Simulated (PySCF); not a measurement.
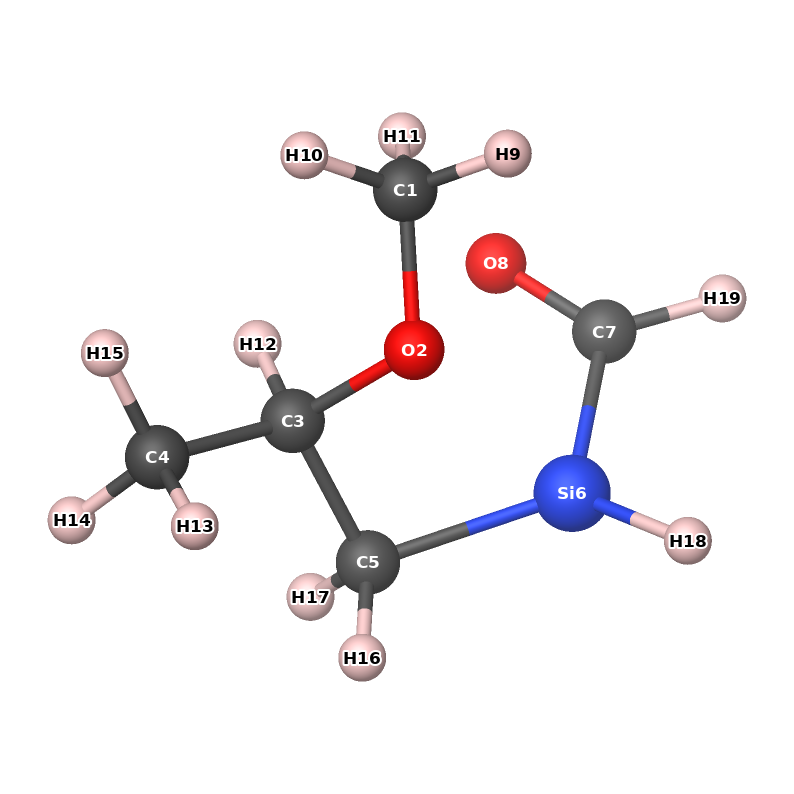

State: neutral, doublet. The geometry was computed by an optimisation with GFN2-xTB. No frequency run is at hand to confirm it as a minimum. Level of theory: UKS B3LYP, pcH-1 on C H O Si, non-relativistic (PySCF 2.14.0). Fermi-contact and spin-dipolar terms alone, no spin-orbit part.

Question. Which nucleus has the largest dipolar (anisotropic) hyperfine coupling?

Answer. 29Si at Si6: principal values −141.3, 70.3, 71.0 MHz.

List the isotropic and dipolar parts for the most strongly coupled nuclei, one of each equivalent set.

```json
{"atom": "Si6", "isotope": "29Si", "a_iso (MHz)": "−115.0", "dipolar part (MHz)": "−141.3, 70.3, 71.0"}
{"atom": "O8", "isotope": "17O", "a_iso (MHz)": "−17.7", "dipolar part (MHz)": "−79.3, 37.1, 42.2"}
{"atom": "C7", "isotope": "13C", "a_iso (MHz)": "−7.3", "dipolar part (MHz)": "−11.1, −2.5, 13.5"}
{"atom": "O2", "isotope": "17O", "a_iso (MHz)": "−51.5", "dipolar part (MHz)": "−12.0, 5.9, 6.1"}
{"atom": "H18", "isotope": "1H", "a_iso (MHz)": "−22.5", "dipolar part (MHz)": "−9.5, 2.1, 7.5"}
{"atom": "H19", "isotope": "1H", "a_iso (MHz)": "−9.8", "dipolar part (MHz)": "−3.4, −2.1, 5.5"}
{"atom": "H17", "isotope": "1H", "a_iso (MHz)": "8.1", "dipolar part (MHz)": "−2.8, −2.2, 5.1"}
{"atom": "H16", "isotope": "1H", "a_iso (MHz)": "−1.0", "dipolar part (MHz)": "−2.7, −1.6, 4.2"}
```

The geometry is semi-empirical. Around Si such bond lengths and angles can be off by a tenth of an ångström or more and by several degrees, and values that hang on the shape move with them.
